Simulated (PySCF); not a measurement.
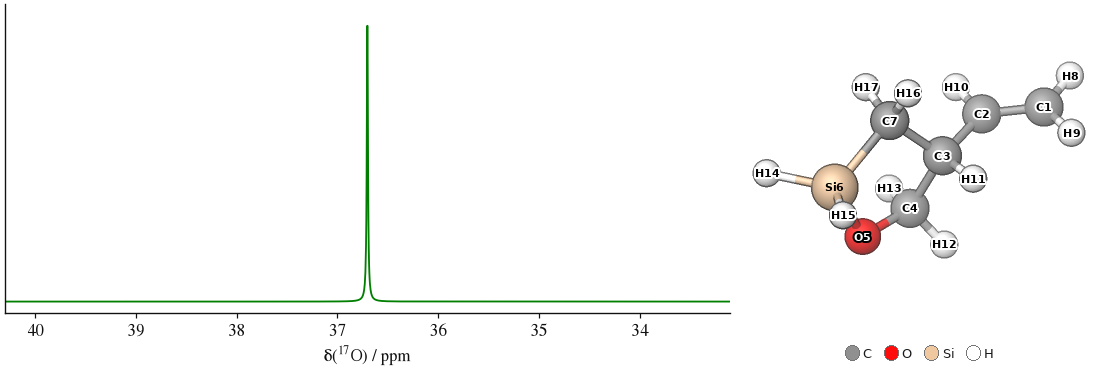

Spectrum and numbered structure of C₅H₁₀OSi, SMILES C=C[C@@H]1CO[SiH2]C1. GIAO shifts, PBE0/pcSseg-1, PySCF, at a PBE0-D3(BJ)/def2-SVP geometry (no frequency check), against H₂O for ¹⁷O computed at the same level (¹⁷O: a single water molecule, while the usual scale starts at liquid water and gives values some tens of ppm lower). Gas phase, fully decoupled, line heights follow the number of nuclei, widths are arbitrary (no quadrupolar broadening); values of one conformer, averaged over methyl-type rotors and exact or near symmetry; other conformers aren't averaged in.

Where does the ¹⁷O line lie?

Answer. At 36.7 ppm (O5).
